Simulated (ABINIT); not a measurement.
# Quasiparticle gap of Cl (Cmce) in ABINIT, part 2 of 3

How does a plane-wave GW calculation on Cl (Cmce) run from the first input to the gap?

ABINIT 10.8.3; PBE and many-body steps on it, plane waves. Known limits of the many-body steps: not at the basis limit; coarse k mesh.

So far. Step 2 (Ground state): The gap is indirect, with the least direct gap 0.06 eV higher.

### Step 3. Bands along the symmetry lines

Level of this step: DFT, PBE, plane waves, norm-conserving pseudopotentials (ABINIT).

The cheap functional maps the bands first; the places of the edges decide which points the dearer methods must see.

Contents of run.abi:

```
acell 3*1.0 Angstrom
rprim 
  3.145000000000 -2.250000000000 0.000000000000
  3.145000000000 2.250000000000 0.000000000000
  0.000000000000 0.000000000000 8.210000000000
ntypat 1
znucl 17
natom 4
typat 1 1 1 1
xred 
  0.870000000000 0.130000000000 0.100000000000
  0.630000000000 0.370000000000 0.600000000000
  0.130000000000 0.870000000000 0.900000000000
  0.370000000000 0.630000000000 0.400000000000
pp_dirpath "pseudos"
pseudos "Cl.upf"
ecut 25
iscf -2
irdden 1
kptopt 0
nkpt 92
kpt 
  0.00000000 0.00000000 0.00000000
  0.06250000 0.06250000 0.00000000
  0.12500000 0.12500000 0.00000000
  0.18750000 0.18750000 0.00000000
  0.25000000 0.25000000 0.00000000
  0.31250000 0.31250000 0.00000000
  0.37500000 0.37500000 0.00000000
  0.43750000 0.43750000 0.00000000
  0.50000000 0.50000000 0.00000000
  0.48474461 0.51525539 0.00000000
  0.46948923 0.53051077 0.00000000
  0.45423384 0.54576616 0.00000000
  0.43897845 0.56102155 0.00000000
  0.42372307 0.57627693 0.00000000
  0.40846768 0.59153232 0.00000000
  0.39321230 0.60678770 0.00000000
  0.37795691 0.62204309 0.00000000
  -0.37795691 0.37795691 0.00000000
  -0.33071230 0.33071230 0.00000000
  -0.28346768 0.28346768 0.00000000
  -0.23622307 0.23622307 0.00000000
  -0.18897845 0.18897845 0.00000000
  -0.14173384 0.14173384 0.00000000
  -0.09448923 0.09448923 0.00000000
  -0.04724461 0.04724461 0.00000000
  0.00000000 0.00000000 0.00000000
  0.00000000 0.00000000 0.06250000
  0.00000000 0.00000000 0.12500000
  0.00000000 0.00000000 0.18750000
  0.00000000 0.00000000 0.25000000
  0.00000000 0.00000000 0.31250000
  0.00000000 0.00000000 0.37500000
  0.00000000 0.00000000 0.43750000
  0.00000000 0.00000000 0.50000000
  -0.04724461 0.04724461 0.50000000
  -0.09448923 0.09448923 0.50000000
  -0.14173384 0.14173384 0.50000000
  -0.18897845 0.18897845 0.50000000
  -0.23622307 0.23622307 0.50000000
  -0.28346768 0.28346768 0.50000000
  -0.33071230 0.33071230 0.50000000
  -0.37795691 0.37795691 0.50000000
  0.37795691 0.62204309 0.50000000
  0.39321230 0.60678770 0.50000000
  0.40846768 0.59153232 0.50000000
  0.42372307 0.57627693 0.50000000
  0.43897845 0.56102155 0.50000000
  0.45423384 0.54576616 0.50000000
  0.46948923 0.53051077 0.50000000
  0.48474461 0.51525539 0.50000000
  0.50000000 0.50000000 0.50000000
  0.50000000 0.50000000 0.43750000
  0.50000000 0.50000000 0.37500000
  0.50000000 0.50000000 0.31250000
  0.50000000 0.50000000 0.25000000
  0.50000000 0.50000000 0.18750000
  0.50000000 0.50000000 0.12500000
  0.50000000 0.50000000 0.06250000
  0.50000000 0.50000000 0.00000000
  0.00000000 0.00000000 0.00000000
  0.00000000 0.06250000 0.00000000
  0.00000000 0.12500000 0.00000000
  0.00000000 0.18750000 0.00000000
  0.00000000 0.25000000 0.00000000
  0.00000000 0.31250000 0.00000000
  0.00000000 0.37500000 0.00000000
  0.00000000 0.43750000 0.00000000
  0.00000000 0.50000000 0.00000000
  0.00000000 0.50000000 0.06250000
  0.00000000 0.50000000 0.12500000
  0.00000000 0.50000000 0.18750000
  0.00000000 0.50000000 0.25000000
  0.00000000 0.50000000 0.31250000
  0.00000000 0.50000000 0.37500000
  0.00000000 0.50000000 0.43750000
  0.00000000 0.50000000 0.50000000
  0.00000000 0.43750000 0.50000000
  0.00000000 0.37500000 0.50000000
  0.00000000 0.31250000 0.50000000
  0.00000000 0.25000000 0.50000000
  0.00000000 0.18750000 0.50000000
  0.00000000 0.12500000 0.50000000
  0.00000000 0.06250000 0.50000000
  0.00000000 0.00000000 0.50000000
  0.06250000 0.06250000 0.50000000
  0.12500000 0.12500000 0.50000000
  0.18750000 0.18750000 0.50000000
  0.25000000 0.25000000 0.50000000
  0.31250000 0.31250000 0.50000000
  0.37500000 0.37500000 0.50000000
  0.43750000 0.43750000 0.50000000
  0.50000000 0.50000000 0.50000000
istwfk *1
nband 21
nbdbuf 2
tolwfr 1e-08
nstep 40
prtwf 0
prtvol 0
indata_prefix "in"
outdata_prefix "out"
tmpdata_prefix "tmp"
```

The run is started by

```console
$ OMP_NUM_THREADS=1 mpirun -n 4 abinit run.abi > log
```

Numbers of over 12 decimals in the logs are rounded to 6 here.

Log:

```text
.Version 10.8.3 of ABINIT. v10.8.2 released Aug 2026.

 Symmetries : space group Cm c a (# 64); Bravais oC (1-face-center ortho.)
[... echo of the input left out ...]
== DATASET  1 ==================================================================
-   mpi_nproc: 4, omp_nthreads: 1 (-1 if OMP is not activated)

--- !DatasetInfo
iteration_state: {dtset: 1, }
dimensions: {natom: 4, nkpt: 92, mband: 21, nsppol: 1, nspinor: 1, nspden: 1, mpw: 4726, }
cutoff_energies: {ecut:  25.0, pawecutdg:  -1.0, }
electrons: {nelect:   2.80000000E+01, charge:   0.00000000E+00, occopt:   1.00000000E+00, tsmear:   1.00000000E-02, }

 Real(R)+Recip(G) space primitive vectors, cartesian coordinates (Bohr,Bohr^-1):
 R(1)=  5.9431887 -4.2518838  0.0000000  G(1)=  0.0841299 -0.1175949  0.0000000
 R(2)=  5.9431887  4.2518838  0.0000000  G(2)=  0.0841299  0.1175949  0.0000000
 R(3)=  0.0000000  0.0000000 15.5146515  G(3)=  0.0000000  0.0000000  0.0644552
 Unit cell volume ucvol=  7.8410265E+02 bohr^3
 Angles (23,13,12)=  9.00000000E+01  9.00000000E+01  7.11614758E+01 degrees

 getcut: wavevector=  0.0000  0.0000  0.0000  ngfft=  36  36  72
         ecut(hartree)=     25.000   => boxcut(ratio)=   2.06184

--- Pseudopotential description ------------------------------------------------
- Cl Generated using ONCVPSP code by D. R. Hamann
- 17.00000   7.00000  171031                  znucl, zion, pspdat
12 -101130 2 -1 1028                          pspcod,pspxc,lmax,lloc,mmax
     nproj     2     2     2
  pspatm : epsatm=    9.12776517
         --- l  ekb(1:nproj) -->
             0    8.139296    0.698720
             1    3.821713    1.107519
             2   -2.938609   -0.805455
 pspatm: atomic psp has been read  and splines computed

--------------------------------------------------------------------------------

================================================================================
 prteigrs : about to open file out_EIG
 Non-SCF case, kpt    1 (  0.00000  0.00000  0.00000), residuals and eigenvalues=
  9.10E-09  4.36E-09  3.03E-09  2.84E-09  2.33E-09  3.46E-09  6.47E-09  4.11E-09
  2.64E-09  3.58E-09  8.63E-09  6.28E-09  3.92E-09  5.99E-09  2.47E-09  8.22E-09
  9.45E-09  7.05E-09  9.02E-09  1.59E-05  1.13E-05
 -6.4091E-01 -6.3353E-01 -4.9406E-01 -4.7435E-01 -2.2600E-01 -1.9657E-01
 -1.2661E-01 -1.2203E-01 -1.0941E-01 -1.0909E-01 -5.6008E-02 -4.5071E-02
 -3.5652E-02 -3.2335E-02  6.0461E-02  8.1125E-02  2.2390E-01  2.4601E-01
[...]
Non-SCF case, kpt    2 (  0.06250  0.06250  0.00000), residuals and eigenvalues=
  8.20E-09  9.68E-09  3.71E-09  9.17E-09  7.66E-09  2.11E-09  3.67E-09  3.61E-09
[...]
5.04E-09  8.87E-09  9.11E-09  2.42E-05  3.23E-05
[...]
Non-SCF case, kpt    3 (  0.12500  0.12500  0.00000), residuals and eigenvalues=
[...]
2.71E-09  8.35E-09  2.97E-09  8.64E-06  3.91E-04
[...]
Non-SCF case, kpt   91 (  0.43750  0.43750  0.50000), residuals and eigenvalues=
[...]
Non-SCF case, kpt   92 (  0.50000  0.50000  0.50000), residuals and eigenvalues=
[...]
-1.6293E-01 -1.6293E-01 -1.3168E-01 -1.3168E-01 -5.6040E-02 -5.6040E-02
 -4.7061E-02 -4.7061E-02  6.4366E-02  6.4366E-02  2.9807E-01  2.9807E-01
[...]
--- !ResultsGS
iteration_state: {dtset: 1, }
comment   : Summary of ground state results
lattice_vectors:
- [  5.9431887,  -4.2518838,   0.0000000, ]
- [  5.9431887,   4.2518838,   0.0000000, ]
- [  0.0000000,   0.0000000,  15.5146515, ]
lattice_lengths: [   7.30753,    7.30753,   15.51465, ]
lattice_angles: [ 90.000,  90.000,  71.161, ] # degrees, (23, 13, 12)
lattice_volume:   7.8410265E+02
convergence: {deltae:  0.000E+00, res2:  0.000E+00, residm:  9.980E-09, diffor:  0.000E+00, }
etotal    :  -6.55896272E+01
entropy   :   0.00000000E+00
fermie    :  -3.02756789E-02
cartesian_stress_tensor: null
pressure_GPa: null
xred      :
- [  8.7000E-01,   1.3000E-01,   1.0000E-01, Cl]
- [  6.3000E-01,   3.7000E-01,   6.0000E-01, Cl]
- [  1.3000E-01,   8.7000E-01,   9.0000E-01, Cl]
- [  3.7000E-01,   6.3000E-01,   4.0000E-01, Cl]
cartesian_forces: null
force_length_stats: {min: null, max: null, mean: null, }

 Integrated electronic density in atomic spheres:
 ------------------------------------------------
 Atom  Sphere_radius  Integrated_density
[...]
================================================================================

 ----iterations are completed or convergence reached----

 Mean square residual over all n,k,spin=   54.933E-10; max=  99.800E-10
 reduced coordinates (array xred) for    4 atoms
[...]
0.130000000000      0.870000000000      0.900000000000
       0.370000000000      0.630000000000      0.400000000000

 cartesian coordinates (angstrom) at end:
    1      3.145000    -1.665000     0.821000
    2      3.145000    -0.585000     4.926000
    3      3.145000     1.665000     7.389000
    4      3.145000     0.585000     3.284000
 length scales=  1.889726125908  1.889726125908  1.889726125908 bohr
              =  1.000000000000  1.000000000000  1.000000000000 angstroms
 prteigrs : about to open file out_EIG
 Eigenvalues (hartree) for nkpt=  92  k points:
 kpt#   1, nband= 21, wtk=  1.00000, kpt=  0.0000  0.0000  0.0000 (reduced coord)
[...]
kpt#   2, nband= 21, wtk=  1.00000, kpt=  0.0625  0.0625  0.0000 (reduced coord)
[...]
kpt#   3, nband= 21, wtk=  1.00000, kpt=  0.1250  0.1250  0.0000 (reduced coord)
[...]
kpt#  91, nband= 21, wtk=  1.00000, kpt=  0.4375  0.4375  0.5000 (reduced coord)
[...]
0.29925    0.29925    0.33074    0.33075    0.34904
 kpt#  92, nband= 21, wtk=  1.00000, kpt=  0.5000  0.5000  0.5000 (reduced coord)
  -0.62997   -0.62997   -0.48167   -0.48167   -0.21248   -0.21248   -0.16293   -0.16293
  -0.13168   -0.13168   -0.05604   -0.05604   -0.04706   -0.04706    0.06437    0.06437
   0.29807    0.29807    0.33103    0.33104    0.34782

== END DATASET(S) ==============================================================
================================================================================

 -outvars: echo values of variables after computation  --------
            nband          21
             nkpt          92
          spgroup          64
 [... the other variables as echoed above ...]

 Calculation completed.
```

Elapsed: 36 s, on 4 MPI ranks of Arm Neoverse V1, shared host; peak memory 0.39 GiB; 2.4 min of CPU time.

Numbers from this step:

```yaml
gap: 2.457 eV
k_of_the_valence_top: 0.5, 0.5, 0
k_of_the_conduction_bottom: -0.0945, 0.0945, 0
least_direct_gap: 2.515 eV
```

The gap is 2.457 eV, −0.012 eV from the run before at this level.

Electronic bands along the path, in eV, zero at the top of the highest filled band:

| point | band 11 | band 12 | band 13 | band 14 | band 15 | band 16 | band 17 | band 18 |
| --- | --- | --- | --- | --- | --- | --- | --- | --- |
| Γ | -0.70 | -0.40 | -0.15 | -0.06 | 2.47 | 3.03 | 6.92 | 7.52 |
| Y | -0.96 | -0.89 | -0.36 | 0.00 | 2.55 | 2.74 | 8.58 | 8.67 |
| F0 | -0.84 | -0.66 | -0.21 | -0.01 | 2.60 | 2.78 | 8.52 | 9.16 |
| jump to Δ0 | -0.84 | -0.66 | -0.21 | -0.01 | 2.60 | 2.78 | 8.52 | 9.16 |
| Γ | -0.70 | -0.40 | -0.15 | -0.06 | 2.47 | 3.03 | 6.92 | 7.52 |
| Z | -0.64 | -0.64 | -0.10 | -0.10 | 2.67 | 2.67 | 7.46 | 7.46 |
| B0 | -0.41 | -0.41 | -0.40 | -0.40 | 2.68 | 2.68 | 9.21 | 9.21 |
| jump to G0 | -0.41 | -0.41 | -0.40 | -0.40 | 2.68 | 2.68 | 9.21 | 9.21 |
| T | -0.70 | -0.70 | -0.46 | -0.46 | 2.58 | 2.58 | 8.93 | 8.93 |
| Y | -0.96 | -0.89 | -0.36 | 0.00 | 2.55 | 2.74 | 8.58 | 8.67 |
| jump to Γ | -0.70 | -0.40 | -0.15 | -0.06 | 2.47 | 3.03 | 6.92 | 7.52 |
| S | -0.51 | -0.51 | -0.15 | -0.15 | 2.85 | 2.85 | 8.30 | 8.30 |
| R | -0.43 | -0.43 | 0.00 | 0.00 | 2.75 | 2.75 | 8.52 | 8.52 |
| Z | -0.64 | -0.64 | -0.10 | -0.10 | 2.67 | 2.67 | 7.46 | 7.46 |
| T | -0.70 | -0.70 | -0.46 | -0.46 | 2.58 | 2.58 | 8.93 | 8.93 |

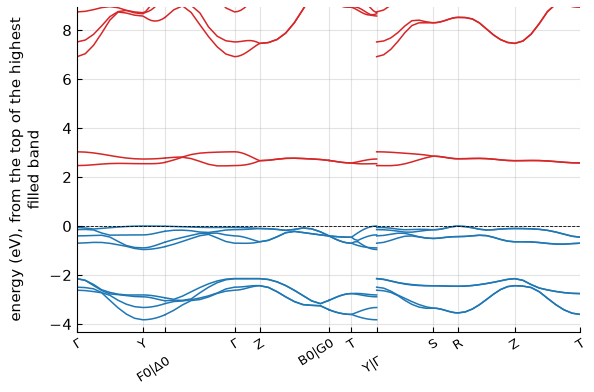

Electronic bands along the path; lines of filled and empty bands in two colours.

### Step 4. Empty states on the mesh, 4×4×2 mesh, 163 bands

The sums over transitions need many empty states on a uniform mesh; this step solves for them.

Contents of run.abi:

```
acell 3*1.0 Angstrom
rprim 
  3.145000000000 -2.250000000000 0.000000000000
  3.145000000000 2.250000000000 0.000000000000
  0.000000000000 0.000000000000 8.210000000000
ntypat 1
znucl 17
natom 4
typat 1 1 1 1
xred 
  0.870000000000 0.130000000000 0.100000000000
  0.630000000000 0.370000000000 0.600000000000
  0.130000000000 0.870000000000 0.900000000000
  0.370000000000 0.630000000000 0.400000000000
pp_dirpath "pseudos"
pseudos "Cl.upf"
ecut 25
ngkpt 4 4 2
nshiftk 1
shiftk 0 0 0
kptopt 1
chksymbreak 0
irdden 1
istwfk *1
nband 163
prtvol 0
optdriver 6
gwr_task "HDIAGO"
paral_kgb 0
occopt 1
indata_prefix "in"
outdata_prefix "out"
tmpdata_prefix "tmp"
```

Log:

```text
[banner, memory and clock lines left out]
.Version 10.8.3 of ABINIT. v10.8.2 released Aug 2026.

 Symmetries : space group Cm c a (# 64); Bravais oC (1-face-center ortho.)
[... echo of the input left out ...]
== DATASET  1 ==================================================================
-   mpi_nproc: 4, omp_nthreads: 1 (-1 if OMP is not activated)

--- !DatasetInfo
iteration_state: {dtset: 1, }
dimensions: {natom: 4, nkpt: 14, mband: 163, nsppol: 1, nspinor: 1, nspden: 1, mpw: 4726, }
cutoff_energies: {ecut:  25.0, pawecutdg:  -1.0, }
electrons: {nelect:   2.80000000E+01, charge:   0.00000000E+00, occopt:   1.00000000E+00, tsmear:   1.00000000E-02, }

.Using double precision arithmetic; gwpc =  8

- Reading GS density from: in_DEN

--- Pseudopotential description ------------------------------------------------
- Cl Generated using ONCVPSP code by D. R. Hamann
- 17.00000   7.00000  171031                  znucl, zion, pspdat
12 -101130 2 -1 1028                          pspcod,pspxc,lmax,lloc,mmax
     nproj     2     2     2
  pspatm : epsatm=    9.12776517
         --- l  ekb(1:nproj) -->
             0    8.139296    0.698720
             1    3.821713    1.107519
             2   -2.938609   -0.805455
 pspatm: atomic psp has been read  and splines computed

   1.02230970E+03                                ecore*ucvol(ha*bohr**3)

 Total charge density [el/Bohr^3]
)     Maximum=    2.9110E-01  at reduced coord.    0.2222    0.9444    0.8889
)     Minimum=    1.3720E-03  at reduced coord.    0.2500    0.5000    0.1389
   Integrated=    2.8000E+01

 === KS gaps after direct diagonalization ===
 Indirect band gap semiconductor
 Fundamental gap:     2.469 (eV)
   VBM:    -0.824 (eV) at k: [ 5.0000E-01,  5.0000E-01,  0.0000E+00]
   CBM:     1.645 (eV) at k: [ 0.0000E+00,  0.0000E+00,  0.0000E+00]
 Direct gap:         2.525 (eV) at k: [ 0.0000E+00,  0.0000E+00,  0.0000E+00]

== END DATASET(S) ==============================================================

 -outvars: echo values of variables after computation  --------
           etotal      0.0000000000E+00
            nband         163
             nkpt          14
          spgroup          64
 [... the other variables as echoed above ...]

 Calculation completed.
```

Run time: 4.3 min. Hardware: 4 MPI ranks; peak memory 4.9 GiB.

Numbers from this step:

* gap: 2.469 eV
* k of the valence top: 0.5, 0.5, 0
* k of the conduction bottom: 0, 0, 0
* least direct gap: 2.525 eV
* k points computed: 14
* lowest point of the top converged band, above the valence top: 61.6846 eV

On this mesh the gap is 2.469 eV.

### Step 5. Screening, 4×4×2 mesh, 155 bands, screening to 130.6 eV

The RPA dielectric matrix is built and inverted for each q.

This step: RPA screening on PBE, plane waves, norm-conserving pseudopotentials.

Edit run.abi of step 4 so:

```diff
@@ -22,10 +22,11 @@
 chksymbreak 0
-irdden 1
 istwfk *1
-nband 163
-prtvol 0
-optdriver 6
-gwr_task "HDIAGO"
-paral_kgb 0
 occopt 1
+irdwfk 1
+optdriver 3
+nband 155
+ecuteps 4.8
+inclvkb 2
+awtr 1
+symchi 1
 indata_prefix "in"
```

Log:

```text
.Version 10.8.3 of ABINIT. v10.8.2 released Aug 2026.

 Symmetries : space group Cm c a (# 64); Bravais oC (1-face-center ortho.)
[... echo of the input left out ...]
== DATASET  1 ==================================================================
-   mpi_nproc: 4, omp_nthreads: 1 (-1 if OMP is not activated)

--- !DatasetInfo
iteration_state: {dtset: 1, }
dimensions: {natom: 4, nkpt: 14, mband: 155, nsppol: 1, nspinor: 1, nspden: 1, mpw: 4726, }
cutoff_energies: {ecut:  25.0, pawecutdg:  -1.0, }
electrons: {nelect:   2.80000000E+01, charge:   0.00000000E+00, occopt:   1.00000000E+00, tsmear:   1.00000000E-02, }

 SCREENING: Calculation of the susceptibility and dielectric matrices

 Based on a program developped by R.W. Godby, V. Olevano, G. Onida, and L. Reining.
 Incorporated in ABINIT by V. Olevano, G.-M. Rignanese, and M. Torrent.
.Using double precision arithmetic ; gwpc =  8

[... cell and pseudopotentials left out ...]
--------------------------------------------------------------------------------

 ==== K-mesh for the wavefunctions ====
 Number of points in the irreducible wedge :    14
[... list of points left out ...]
 Together with  8 symmetry operations and time-reversal symmetry
 yields    32 points in the full Brillouin Zone.

 ==== Q-mesh for the screening function ====
 Number of points in the irreducible wedge :    14
[... list of points left out ...]
 Together with  8 symmetry operations and time-reversal symmetry
 yields    32 points in the full Brillouin Zone.

 setmesh: FFT mesh size selected  =    24x   24x   54
          total number of points  =        31104

 vcoul_init : cutoff-mode = AUXILIARY_FUNCTION
 q-points for optical limit:   1
     1)      0.000010    0.000020    0.000030

- screening: taking advantage of time-reversal symmetry
- Maximum band index for partially occupied states nbvw = 14
- Remaining bands to be divided among processors   nbcw = 141
- Number of bands treated by each node ~35

 Number of electrons calculated from density =   28.0000; Expected =   28.0000
 average of density, n =  0.035710
 r_s =    1.8838
 omega_plasma =   18.2284 [eV]

 calculating chi0 at frequencies [eV] :
  1    0.000000E+00    0.000000E+00
  2    0.000000E+00    1.822838E+01

--------------------------------------------------------------------------------
  q-point number  1        q = ( 0.000000, 0.000000, 0.000000) [r.l.u.]
--------------------------------------------------------------------------------
[... chi0 elements left out ...]
 For q-point:  0.000010 0.000020 0.000030
  dielectric constant =   2.8120
  dielectric constant without local fields =   3.4605

  Average fulfillment of the sum rule on Im[epsilon] for q-point    1 :     73.32  [%]
[... wings left out ...]
  q-point number  2        q = ( 0.250000, 0.000000, 0.000000) [r.l.u.]
--------------------------------------------------------------------------------
[... chi0 elements left out ...]
  Average fulfillment of the sum rule on Im[epsilon] for q-point    2 :     76.73  [%]

 [... 12 further q-points ...]
```

Elapsed: 2.4 min, on 4 MPI ranks; peak memory 1.9 GiB.

Numbers from this step:

* ε∞ with local fields, on this mesh, along the program's q direction: 2.812
* the same without local fields: 3.461
* plasma frequency: 18.23 eV
* plane waves in the screening matrix: 403

Local fields lower ε∞ by 19 %. On a Γ-centred mesh this coarse the value itself is usually too large, while a short band sum pulls it down.

[end of part 2 of 3]

[Paths, hosts, dates, memory and timing lines, banners, echoed tables and standing remarks are left out of the program output.]

[Logs are printed without paths, hosts, clocks, repeated set-up lines and the standing remarks that a program may print on its own settings, such as how far it seeks lower states.]

[Runs of the session that timed out or met a known fault of the program may be left out.]

[Hosts, paths, dates, database ids (printed as entryN), source tags and the programs' standing remarks are cut or masked in the printed files.]

[G0W0 gaps are taken among the corrected bands and points alone; a level outside them can change the order at an edge.]

[Where Ansatz stands beside ABINIT at settings called matched, ABINIT's density can come from a denser mesh and the files from another edition; pairs whose starting gaps differed by over 0.03 eV were left out, so agreement reads better than it is.]
